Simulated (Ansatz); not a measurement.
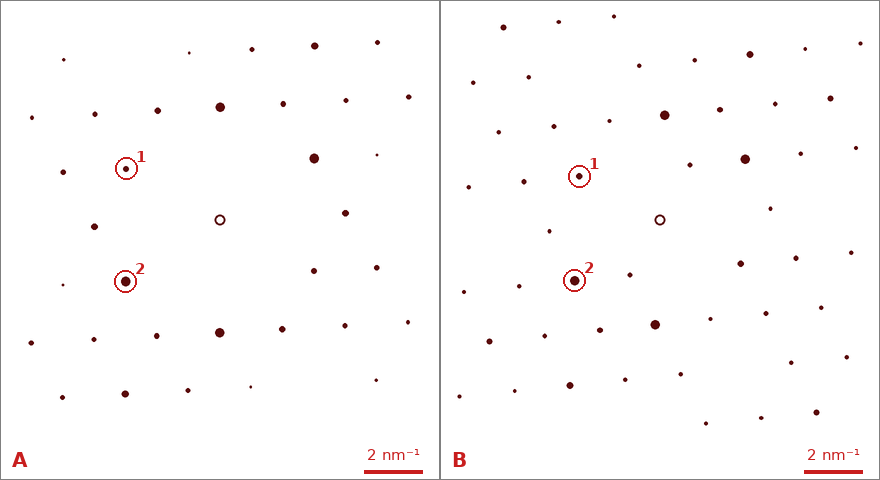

Kinematic electron diffraction patterns (300 kV, B = 0.5 Å², same scale) along [010] of the run's own cell, for the start and the end of one relaxation of Cd3F2 with DFT PBE, scalar-relativistic, plane waves, PAW (Ansatz 0.2.0). k mesh 6×6×6. The start is a generated model structure, and the relaxation ends in the nearest stationary point of its symmetry, not necessarily the ground state. Spot 1 is -1 0 1 and spot 2 is 1 0 2 in both.

Start structure:

```yaml
crystal:
  lattice:
    - [3.10610, 1.79331, 5.65356]
    - [-3.10610, 1.79331, 5.65356]
    - [0.00000, -3.58661, 5.65356]
  atoms:
    - { symbol: Cd, position: [0.05625, 0.44375, 0.75000] }
    - { symbol: Cd, position: [0.75000, 0.05625, 0.44375] }
    - { symbol: Cd, position: [0.44375, 0.75000, 0.05625] }
    - { symbol: Cd, position: [0.94375, 0.55625, 0.25000] }
    - { symbol: Cd, position: [0.25000, 0.94375, 0.55625] }
    - { symbol: Cd, position: [0.55625, 0.25000, 0.94375] }
    - { symbol: F, position: [0.85218, 0.85218, 0.85218] }
    - { symbol: F, position: [0.64782, 0.64782, 0.64782] }
    - { symbol: F, position: [0.14782, 0.14782, 0.14782] }
    - { symbol: F, position: [0.35218, 0.35218, 0.35218] }
```

**Which pattern belongs to the start structure, and which to the relaxed one?**

B is the start: its cell gives d(1) = 3.106 Å, d(2) = 2.722 Å and an angle of 64.0°. A is the relaxed structure, with d(1) = 2.666 Å (-14.2 %), d(2) = 2.531 Å (-7.0 %) and 61.7°.

**Name reflections whose intensity changes strongly on relaxation.**

1 0 1 fades out of sight; 0 0 2 goes from 2.1 to 22 % of the strongest spot.

**Summarise the relaxation behind the change.**

The volume changed by +5.3 % to 19.90 Å³ an atom; with the mean shift removed, the atoms moved by up to 1.13 Å relative to the cell (F most); the space group stayed R-3c (No. 167); the free energy fell by 350 meV an atom. Relaxed cell: a = 8.650 Å, b = 8.650 Å, c = 8.650 Å, α = 35.89°, β = 35.89°, γ = 35.89°.
